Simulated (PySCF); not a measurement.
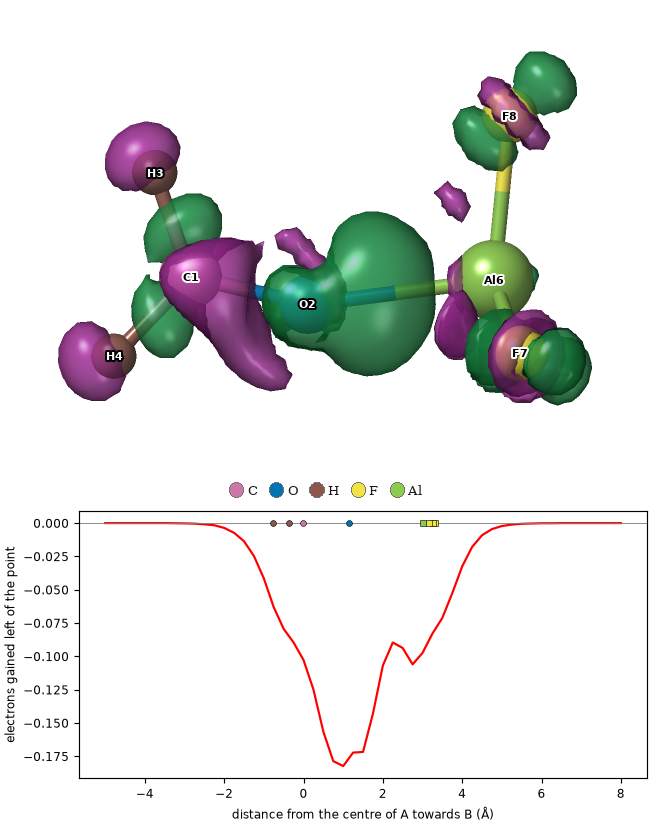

*CH₂AlF₃O, SMILES `C=O.F[Al](F)F`. Density of the complex less the densities of the two fragments at the same geometry, ±0.02 e/Å³ (green: gain, purple: loss). Fragment A: H2CO (atoms 1–4); fragment B: AlF3. Below: the charge-displacement curve along the line of centres (A on the left).*

Level of theory: PBE/def2-TZVP (PySCF), at a geometry from GFN2-xTB.

The calculation's input:

```python
import numpy as np
from pyscf import gto, scf, dft
from pyscf.scf import atom_ks, atom_hf
from scipy.linalg import block_diag
from pyscf.dispersion import dftd3

def solve(mol, dm0=None, hcore=None):
    mf = (dft.UKS if mol.spin else dft.RKS)(mol, xc='pbe')
    mf.grids.level = 3
    mf = mf.density_fit(auxbasis='def2-universal-jkfit')
    mf.conv_tol, mf.max_cycle = 1e-8, 80
    if hcore is not None:
        mf.get_hcore = lambda *args: hcore
    mf.kernel(dm0)
    if not mf.converged:
        mf = mf.newton().run(mf.mo_coeff, mf.mo_occ, max_cycle=30)
    assert mf.converged, 'SCF not converged'
    return mf

mol = gto.M(atom='''
C      2.42256    -0.05672    -0.02380
O      1.25540     0.22521     0.00575
H      2.77116    -1.09138    -0.13936
H      3.19279     0.72393     0.06530
F     -0.91015     0.94993    -1.29928
Al    -0.59873    -0.00448     0.00345
F     -0.84658     0.56354     1.52768
F     -0.77204    -1.62855    -0.21439
''', basis='def2-tzvp', charge=0, spin=0, verbose=4)
mol_a = gto.M(atom='''
C      2.42256    -0.05672    -0.02380
O      1.25540     0.22521     0.00575
H      2.77116    -1.09138    -0.13936
H      3.19279     0.72393     0.06530
ghost-F     -0.91015     0.94993    -1.29928
ghost-Al    -0.59873    -0.00448     0.00345
ghost-F     -0.84658     0.56354     1.52768
ghost-F     -0.77204    -1.62855    -0.21439
''', basis='def2-tzvp', charge=0, spin=0, verbose=4)
mol_b = gto.M(atom='''
ghost-C      2.42256    -0.05672    -0.02380
ghost-O      1.25540     0.22521     0.00575
ghost-H      2.77116    -1.09138    -0.13936
ghost-H      3.19279     0.72393     0.06530
F     -0.91015     0.94993    -1.29928
Al    -0.59873    -0.00448     0.00345
F     -0.84658     0.56354     1.52768
F     -0.77204    -1.62855    -0.21439
''', basis='def2-tzvp', charge=0, spin=0, verbose=4)
ab, a, b = solve(mol), solve(mol_a), solve(mol_b)
e_int = ab.e_tot - a.e_tot - b.e_tot
print('counterpoise-corrected interaction energy / kcal/mol', e_int * 627.5095)
def disp(atoms, charge):
    m = gto.M(atom=atoms, charge=charge, basis='sto-3g', spin=None, unit='Bohr', verbose=0)
    return dftd3.DFTD3Dispersion(m, xc='pbe', version='d3bj').get_dispersion()['energy']
e_disp = disp(mol._atom, mol.charge) - disp(mol._atom[:4], mol_a.charge) - disp(mol._atom[4:], mol_b.charge)
print('D3(BJ) part / kcal/mol', e_disp * 627.5095)
# spherically averaged free atoms, for the promolecule
atm = atom_ks.get_atm_nrks(mol, xc='pbe')
pro = block_diag(*[(atm[a[0]][2] * atm[a[0]][3]) @ atm[a[0]][2].T for a in mol._atom])
np.savez('result.npz', e_int=e_int, e_disp=e_disp, dm_a=a.make_rdm1(), dm_b=b.make_rdm1(), c=ab.mo_coeff, occ=ab.mo_occ, eps=ab.mo_energy, pro=pro, d=[f.dip_moment(verbose=0) for f in (ab, a, b)])
```

Launched as:

```sh
OMP_NUM_THREADS=1 python input.py
```

The run took 78 s on 1 thread of Intel(R) Xeon(R) Platinum 8259CL CPU @ 2.50GHz (Skylake/Cascade Lake) (shared host), peak memory 0.68 GiB.

Partitions, critical points and surface values were worked out afterwards from this run's density.

### Which way does charge flow?

Hirshfeld charges show 0.097 e passing from A to B. By Hirshfeld charges, electrons gather most on O2 (−0.065 e) and leave C1 most (+0.081 e); 0.34 e is displaced in all, which induces a dipole of 2.79 D.

### What is the interaction energy, and which contacts carry it?

The counterpoise-corrected interaction energy of the frozen fragments is −23.8 kcal/mol without dispersion correction and −25.1 kcal/mol with D3(BJ). The pair geometry is semi-empirical, not a minimum at this level. Contacts: O2···Al6, 1.87 Å, ρ = 0.060 a.u. The pose is a local one from a semi-empirical search, not shown to be the most stable.
